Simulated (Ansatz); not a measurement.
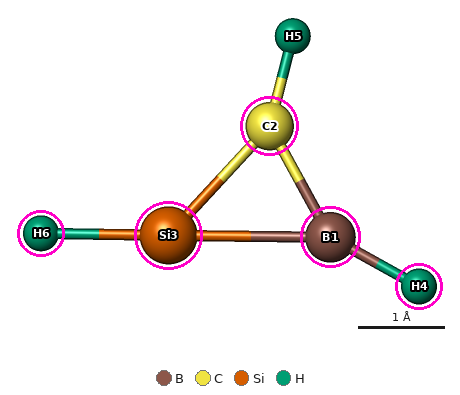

Energy scan for CH$_{3}$BSi, in which the Si3–H6 distance and the H4–B1–C2 angle are varied on a grid, with the rest of the molecule carried along rigidly. The picture shows the minimum geometry. The ringed atoms are those of the scanned coordinate. The picture is a ball-and-stick view, seen face on.

Computed with Ansatz: r2SCAN-D4, basis def2-TZVPP, on geometries moved rigidly from the minimum at PBE0-D4/def2-TZVP. Energies are counted from the PBE0-D4/def2-TZVP minimum geometry at the same level.

The input:
```yaml
crystal:
  periodic: [false, false, false]
  atoms:
    - {symbol: B, position_ang: [-0.759958, -0.575620, -0.419785]}
    - {symbol: C, position_ang: [0.490588, 0.199290, -0.592487]}
    - {symbol: Si, position_ang: [0.046068, 0.245516, 1.080534]}
    - {symbol: H, position_ang: [-1.614251, -1.228191, -0.919457]}
    - {symbol: H, position_ang: [1.151455, 0.463865, -1.408081]}
    - {symbol: H, position_ang: [0.686078, 0.895140, 2.259266]}
basis:
  gaussian: {orbitals: def2-TZVPP}
hamiltonian: {xc: r2scan, dispersion: d4}
```

Q: What energies does the calculation give on a grid with rows 1.222, 1.313, 1.447, 1.603, 1.776, 1.963, 2.161 and columns 123.9, 131.9, 139.9, 147.9, 155.9, 163.9, 171.9 (Si3–H6 distance (Å); H4–B1–C2 angle (°))?

A: Rows: Si3–H6 distance (Å); columns: H4–B1–C2 angle (°); values in kJ/mol.

|  | 123.9 | 131.9 | 139.9 | 147.9 | 155.9 | 163.9 | 171.9 |
| --- | --- | --- | --- | --- | --- | --- | --- |
| 1.222 | 115.1 | 101.5 | 93.5 | 91.1 | 93.9 | 101.8 | 114.7 |
| 1.313 | 58.4 | 44.7 | 36.8 | 34.3 | 37.0 | 44.9 | 57.7 |
| 1.447 | 26.0 | 12.3 | 4.3 | 1.7 | 4.4 | 12.2 | 24.8 |
| 1.603 | 32.9 | 19.1 | 11.1 | 8.5 | 11.1 | 18.7 | 31.2 |
| 1.776 | 67.8 | 54.2 | 46.2 | 43.6 | 46.1 | 53.5 | 65.8 |
| 1.963 | 117.9 | 104.5 | 96.6 | 94.0 | 96.4 | 103.6 | 115.5 |
| 2.161 | 173.2 | 160.1 | 152.3 | 149.7 | 151.9 | 158.9 | 170.3 |

In pairs of (Si3–H6 distance (Å); H4–B1–C2 angle (°)): the lowest computed point lies at (1.447, 147.9) (1.7 kJ/mol), the highest at (2.161, 123.9) (173.2 kJ/mol).  Over the ranges scanned the energy rises more along the first axis, the Si3–H6 distance.

As a map, interpolated between the computed points (dots):

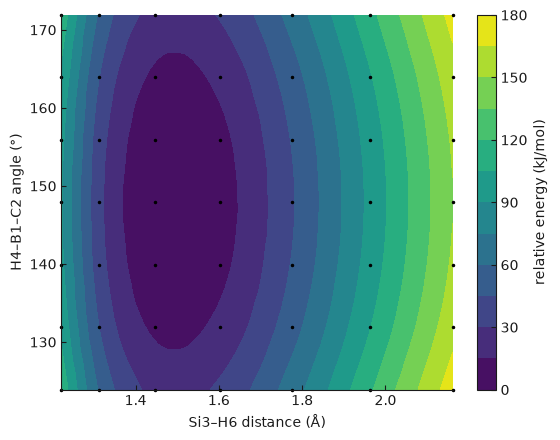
